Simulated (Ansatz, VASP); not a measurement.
## Ba2SO: VASP beside Ansatz

Aim: how closely do two programs agree when they are given the same cell, functional and k mesh? The cell is invented: As first built, before any earlier steps moved the atoms: it takes the BaO structure with some of its atoms replaced by other elements, volume scaled by an estimate. It may not be a known or stable phase. The cell comes out of the VASP series on this material, whose earlier steps may have relaxed, scaled or displaced it; both programs get it as it stands.

Method: plane waves, with VASP 6.6.1 beside it; band structure at HSE06, in Ansatz 0.2.0.

### 1. The structure

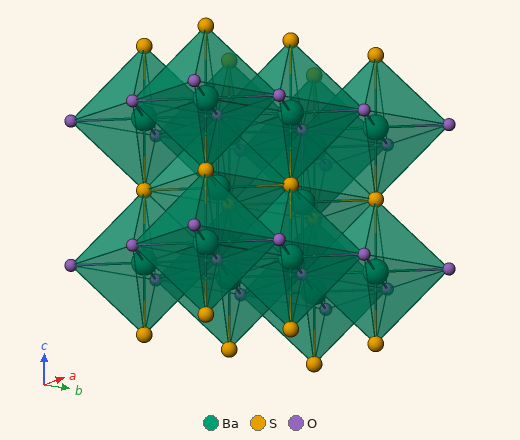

Start, viewed from a free direction; barium teal, sulfur orange, oxygen purple. 1×2×1 cells are drawn. Some periodic images of atoms are drawn too.

Coordinates:

```cif
data_structure
_symmetry_space_group_name_H-M 'P 1'
_symmetry_Int_Tables_number 1
_cell_length_a 4.0318
_cell_length_b 4.0318
_cell_length_c 5.7089
_cell_angle_alpha 90.000
_cell_angle_beta 90.000
_cell_angle_gamma 90.000
_cell_volume 92.80
loop_
_atom_site_label
_atom_site_type_symbol
_atom_site_fract_x
_atom_site_fract_y
_atom_site_fract_z
_atom_site_occupancy
Ba1 Ba 0.50000 0.50000 0.50000 1
Ba2 Ba 0.00000 0.00000 0.00000 1
S3 S 0.00000 0.00000 0.50000 1
O4 O 0.50000 0.50000 0.00000 1
```

### 2. VASP: band structure, HSE06

The same path points are solved in both programs, so levels can be compared one by one.

Lines of VASP's logs that name or quote its potential files are left out, and so is its time.

Contents of INCAR:

```
SYSTEM = Ba2SO
PREC = Accurate
ENCUT = 520
EDIFF = 1E-06
NELM = 100
ISMEAR = -1
SIGMA = 0.05
LREAL = .FALSE.
ALGO = Normal
LHFCALC = .TRUE.
AEXX = 0.25
GGA = PE
HFSCREEN = 0.2
LASPH = .TRUE.
NBANDS = 22
PRECFOCK = Fast
LORBIT = 11
LWAVE = .FALSE.
LCHARG = .FALSE.
KPAR = 2
```

Contents of POSCAR:

```
Ba2SO
1.0
    4.0317793806      0.0000000000      0.0000000000
    0.0000000000      4.0317793806      0.0000000000
    0.0000000000      0.0000000000      5.7089269196
Ba S O
2 1 1
Direct
    0.5000000000      0.5000000000      0.5000000000
    0.0000000000      0.0000000000      0.0000000000
    0.0000000000      0.0000000000      0.5000000000
    0.5000000000      0.5000000000      0.0000000000
```

Contents of KPOINTS:

```
Automatic mesh
0
Gamma
4 4 3
0 0 0
```

Contents of KPOINTS_OPT:

```
Line mode
6
Line-mode
Reciprocal
  0.00000000   0.00000000   0.00000000 GAMMA
  0.00000000   0.50000000   0.00000000 X

  0.00000000   0.50000000   0.00000000 X
  0.50000000   0.50000000   0.00000000 M

  0.50000000   0.50000000   0.00000000 M
  0.00000000   0.00000000   0.00000000 GAMMA

  0.00000000   0.00000000   0.00000000 GAMMA
  0.00000000   0.00000000   0.50000000 Z

  0.00000000   0.00000000   0.50000000 Z
  0.00000000   0.50000000   0.50000000 R

  0.00000000   0.50000000   0.50000000 R
  0.50000000   0.50000000   0.50000000 A

  0.50000000   0.50000000   0.50000000 A
  0.00000000   0.00000000   0.50000000 Z

  0.00000000   0.50000000   0.00000000 X
  0.00000000   0.50000000   0.50000000 R

  0.50000000   0.50000000   0.00000000 M
  0.50000000   0.50000000   0.50000000 A
```

The projector-augmented-wave data sets are Ba_sv, S and O (PBE family, release 64).

On the command line:

```console
mpirun -np 2 vasp_std
```

Numbers of over 12 decimals in the logs are rounded to 6 here.

Output:

```text
[banner, memory and clock lines left out]
running    2 mpi-ranks, on    1 nodes
 distrk:  each k-point on    1 cores,    2 groups
 distr:  one band on    1 cores,    1 groups

 POSCAR found type information on POSCAR BaS O
 POSCAR found :  3 types and       4 ions
 LDA part: xc-table for (Slater+PW92), standard interpolation
 found WAVECAR, reading the header
 POSCAR, INCAR and KPOINTS ok, starting setup
 FFT: planning ... GRIDC
 FFT: planning ... GRID_SOFT
 FFT: planning ... GRID
 reading WAVECAR
 the WAVECAR file was read successfully
 initial charge from wavefunction
 entering main loop
       N       E                     dE             d eps       ncg     rms          rms(c)
DAV:   1    -0.237483439536E+02   -0.23748E+02   -0.51287E-01   540   0.547E+00    0.130E+00
DAV:   2    -0.237430301393E+02    0.53138E-02   -0.54128E-02   620   0.154E+00    0.724E-01
DAV:   3    -0.237418885152E+02    0.11416E-02   -0.10789E-02   624   0.572E-01    0.493E-01
DAV:   4    -0.237408360207E+02    0.10525E-02   -0.18841E-03   648   0.272E-01    0.293E-01
DAV:   5    -0.237406730244E+02    0.16300E-03   -0.71251E-04   642   0.147E-01    0.167E-01
DAV:   6    -0.237405869936E+02    0.86031E-04   -0.48498E-05   666   0.546E-02    0.102E-01
DAV:   7    -0.237405693387E+02    0.17655E-04   -0.39807E-05   640   0.351E-02    0.583E-02
DAV:   8    -0.237405643960E+02    0.49427E-05   -0.88339E-06   642   0.196E-02    0.295E-02
DAV:   9    -0.237405634650E+02    0.93099E-06   -0.32119E-06   624   0.121E-02
   1 F= -.23740563E+02 E0= -.23740563E+02  d E =-.296485E-10
 Start KPOINTS_OPT (optional k-point list driver)
k-point batch [1-12\54]
       N       E                     dE             ncg
DAV:   1    -0.127555941043E+03   -0.85341E+04      528
DAV:   2    -0.274813321626E+04   -0.26206E+04      704
DAV:   3    -0.306652844869E+04   -0.31840E+03      680
DAV:   4    -0.308135290024E+04   -0.14824E+02      784
DAV:   5    -0.308180751507E+04   -0.45461E+00      718
DAV:   6    -0.308182008152E+04   -0.12566E-01      732
DAV:   7    -0.308182050101E+04   -0.41949E-03      672
DAV:   8    -0.308182051342E+04   -0.12411E-04      450
DAV:   9    -0.308182051388E+04   -0.45869E-06      408
[...]
k-point batch [49-54\54]
       N       E                     dE             ncg
DAV:   1     0.497084924507E+04   -0.69651E+04      264
DAV:   2     0.366679349296E+04   -0.13041E+04      364
DAV:   3     0.350709521042E+04   -0.15970E+03      342
DAV:   4     0.349960808227E+04   -0.74871E+01      380
DAV:   5     0.349942119252E+04   -0.18689E+00      372
DAV:   6     0.349941513787E+04   -0.60546E-02      392
DAV:   7     0.349941497518E+04   -0.16269E-03      324
DAV:   8     0.349941497211E+04   -0.30661E-05      236
DAV:   9     0.349941497200E+04   -0.11087E-06      204
```

Parts of OUTCAR (step 2):

```text
ion  position               nearest neighbor table
   1  0.500  0.500  0.500-   3 2.85   3 2.85   3 2.85   3 2.85   4 2.85   4 2.85   2 4.03   2 4.03
                             2 4.03   2 4.03   2 4.03   2 4.03   2 4.03   2 4.03
   2  0.000  0.000  0.000-   4 2.85   4 2.85   4 2.85   4 2.85   3 2.85   3 2.85   1 4.03   1 4.03
                             1 4.03   1 4.03   1 4.03   1 4.03   1 4.03   1 4.03
   3  0.000  0.000  0.500-   1 2.85   1 2.85   1 2.85   1 2.85   2 2.85   2 2.85
   4  0.500  0.500  0.000-   2 2.85   2 2.85   2 2.85   2 2.85   1 2.85   1 2.85

  LATTYP: Found a simple tetragonal cell.
 ALAT       =     4.0317793806
 C/A-ratio  =     1.4159819724

 Subroutine GETGRP returns: Found 16 space group operations
 (whereof 16 operations were pure point group operations)

The static configuration has the point symmetry D_4h.

 Found     12 irreducible k-points:

   k-points           NKPTS =     12   k-points in BZ     NKDIM =     48   number of bands    NBANDS=     22

   dimension x,y,z NGX =    30 NGY =   30 NGZ =   42
   dimension x,y,z NGXF=    60 NGYF=   60 NGZF=   84

   ENCUT  =  520.0 eV  38.22 Ry    6.18 a.u.   7.50  7.50 10.61*2*pi/ulx,y,z

   NELECT =      32.0000    total number of electrons

 k-points in reciprocal lattice and weights: Automatic mesh
   0.00000000  0.00000000  0.00000000       0.021
   0.25000000  0.00000000  0.00000000       0.083
   0.50000000  0.00000000  0.00000000       0.042
   0.25000000  0.25000000  0.00000000       0.083
   0.50000000  0.25000000  0.00000000       0.083
   0.50000000  0.50000000  0.00000000       0.021
   0.00000000  0.00000000  0.33333333       0.042
   0.25000000  0.00000000  0.33333333       0.167
   0.50000000  0.00000000  0.33333333       0.083
   0.25000000  0.25000000  0.33333333       0.167
   0.50000000  0.25000000  0.33333333       0.167
   0.50000000  0.50000000  0.33333333       0.042

  exchange ACFDT corr.  =         0.00000000  see jH, gK, PRB 81, 115126

 average (electrostatic) potential at core
       1 -31.3756       2 -31.5284       3 -83.2679       4 -63.4231

 E-fermi :   2.9901

 k-point     1 :       0.0000    0.0000    0.0000
  band No.  band energies     occupation
    ...
     12       1.5973      2.00000
     13       1.5973      2.00000
     14       1.7711      2.00000
     15       1.7711      2.00000
     16       1.8179      2.00000
     17       4.1676      0.00000
     18       6.8633      0.00000
     19       6.9710      0.00000
     20       6.9710      0.00000
     21       7.3340      0.00000
    ...

 k-point     2 :       0.2500    0.0000    0.0000
  band No.  band energies     occupation
    ...
     12       0.4625      2.00000
     13       0.9804      2.00000
     14       1.1956      2.00000
     15       1.4291      2.00000
     16       1.6677      2.00000
     17       5.8837      0.00000
     18       6.7403      0.00000
     19       7.4900      0.00000
     20       8.0269      0.00000
     21       8.6060      0.00000
    ...

 k-point     3 :       0.5000    0.0000    0.0000
  band No.  band energies     occupation
    ...
     12      -0.4072      2.00000
     13       0.3943      2.00000
     14       0.7211      2.00000
     15       1.2557      2.00000
     16       1.5251      2.00000
     17       6.9352      0.00000
     18       8.4030      0.00000
     19       8.6145      0.00000
     20       8.6371      0.00000
     21       9.2952      0.00000
    ...

  energy-cutoff  :      520.00
  volume of cell :       92.80
      direct lattice vectors                 reciprocal lattice vectors
     4.031779381  0.000000000  0.000000000     0.248029444  0.000000000  0.000000000
     0.000000000  4.031779381  0.000000000     0.000000000  0.248029444  0.000000000
     0.000000000  0.000000000  5.708926920     0.000000000  0.000000000  0.175164267

 POSITION                                       TOTAL-FORCE (eV/Angst)
 -----------------------------------------------------------------------------------
      2.01589      2.01589      2.85446         0.000000      0.000000      0.000000
      0.00000      0.00000      0.00000         0.000000      0.000000      0.000000
      0.00000      0.00000      2.85446         0.000000      0.000000      0.000000
      2.01589      2.01589      0.00000         0.000000      0.000000      0.000000
 -----------------------------------------------------------------------------------
    total drift:                                0.000000     -0.000000     -0.000000

  FREE ENERGIE OF THE ION-ELECTRON SYSTEM (eV)
  ---------------------------------------------------
  free  energy   TOTEN  =       -23.7405634650 eV

  energy  without entropy=      -23.7405634650  energy(sigma->0) =      -23.74056346

 total charge
# of ion       s       p       d       tot
------------------------------------------
    1        2.030   5.653   0.417   8.100
    2        2.018   5.640   0.332   7.990
    3        1.335   2.601   0.000   3.936
    4        1.559   3.377   0.000   4.936
--------------------------------------------------
tot          6.942  17.271   0.749  24.962

[... 3 further parts left out ...]
```

[end of part 1 of 2]

[Lines on the potential files, build, host, timing and source positions are cut from VASP's logs without a mark.]

[Logs are printed without paths, hosts, clocks, repeated set-up lines and the standing remarks that a program may print on its own settings, such as how far it seeks lower states.]

[Hosts, paths, dates, database ids (printed as entryN), source tags and the programs' standing remarks are cut or masked in the printed files.]
